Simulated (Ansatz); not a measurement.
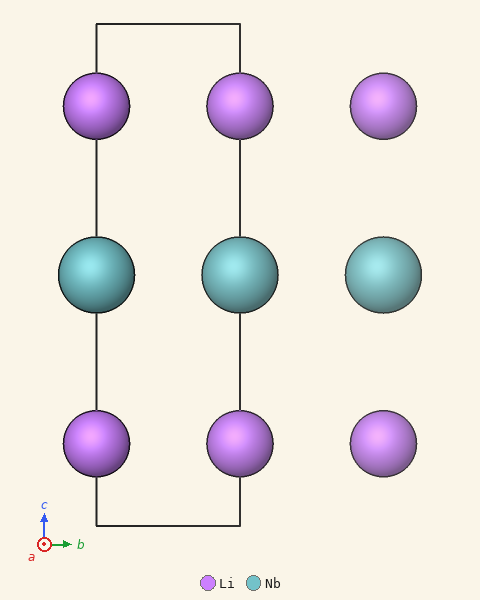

The picture looks along a close-packed row of the hexagonal mesh; c points upwards. Every atom sits on one of the three columns of the mesh; call them A, B, C in the order in which they first turn up. The sequence starts with the first layer at or above the cell's origin.

Li2Nb: coordinates from a relaxation with Ansatz 0.2.0, DFT PBE, scalar-relativistic, plane waves, PAW; the starting structure was generated, so it need not be a known form of this composition.

**Give the sequence of layers in one repeat, with element and column.**

Li(A) – Nb(A) – Li(A) (three layers in 8.39 Å).
